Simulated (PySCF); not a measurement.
H2S, SMILES `S`.

Computed with PySCF, B3LYP/def2-SVP, geometry: GFN2-xTB. No frequency check shows the geometry to be a minimum. GFN2-xTB bond lengths at metals and heavier atoms can be off by up to 0.1 Å and shapes distorted, which carries into these values.

Input

```python
import numpy as np
from pyscf import gto, scf, dft
from pyscf.scf import atom_ks, atom_hf
from scipy.linalg import block_diag

def solve(mol, dm0=None, hcore=None):
    mf = (dft.UKS if mol.spin else dft.RKS)(mol, xc='b3lyp')
    mf.grids.level = 3
    mf = mf.density_fit(auxbasis='def2-universal-jkfit')
    mf.conv_tol, mf.max_cycle = 1e-8, 80
    if hcore is not None:
        mf.get_hcore = lambda *args: hcore
    mf.kernel(dm0)
    if not mf.converged:
        mf = mf.newton().run(mf.mo_coeff, mf.mo_occ, max_cycle=30)
    assert mf.converged, 'SCF not converged'
    return mf

mol = gto.M(atom='''
S      0.00000    -0.10207     0.00000
H      0.95743     0.81655     0.00000
H     -0.95740     0.81657     0.00000
''', basis='def2-svp', charge=0, spin=0, verbose=4)
mf = solve(mol)
out = dict(e0=mf.e_tot, dm0=mf.make_rdm1(), c=mf.mo_coeff, occ=mf.mo_occ, eps=mf.mo_energy)
for name, dq, spin in [('cation', 1, 1), ('anion', -1, 1)]:
    ion = mol.copy().set(charge=mol.charge + dq, spin=spin).build()
    mi = solve(ion)
    if spin and dq > 0 and mol.nao < 130:
        c, _, stable, _ = mi.stability(return_status=True)
        if not stable:
            mi = solve(ion, mi.make_rdm1(c, mi.mo_occ))
    print(name, 'vertical energy change / eV', (mi.e_tot - mf.e_tot) * 27.211386)
    out.update({'e_' + name: mi.e_tot, 'dm_' + name: mi.make_rdm1(), 's2_' + name: mi.spin_square()[0], 'eps_' + name: mi.mo_energy, 'occ_' + name: mi.mo_occ})
# spherically averaged free atoms, for the promolecule
atm = atom_ks.get_atm_nrks(mol, xc='b3lyp')
pro = block_diag(*[(atm[a[0]][2] * atm[a[0]][3]) @ atm[a[0]][2].T for a in mol._atom])
np.savez('result.npz', pro=pro, **out)
```

Launched as:

```sh
OMP_NUM_THREADS=1 python input.py
```

The run took 10 s on 1 thread of Intel(R) Xeon(R) Platinum 8259CL CPU @ 2.50GHz (Skylake/Cascade Lake), on a shared host, peak memory 0.21 GiB.

Partitions, critical points and surface values were worked out afterwards from this run's density.

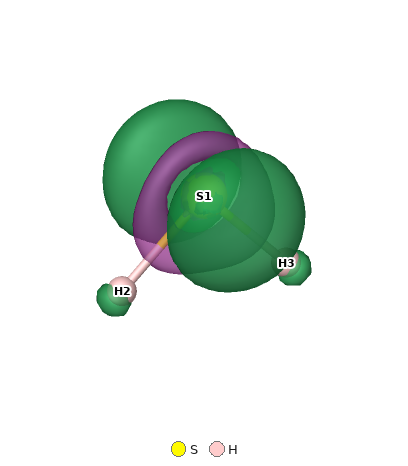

Fukui function f⁻ = ρ(N) − ρ(N−1) at fixed geometry, surfaces at ±0.08 e/Å³ (green positive, purple negative).

> On which atoms does the density change most on removal of an electron?

f⁻ (Hirshfeld-condensed) is largest on S1 (0.76); the vertical ionisation energy is 10.33 eV. Condensed values hint at sites of electrophilic attack but needn't mark the atom that reacts. Orbital relaxation makes it negative in places (0.11 e in all).

| atom | f⁻ | charge |
| --- | --- | --- |
| S1 | +0.76 | −0.09 |
| H2 | +0.12 | +0.05 |
| H3 | +0.12 | +0.05 |
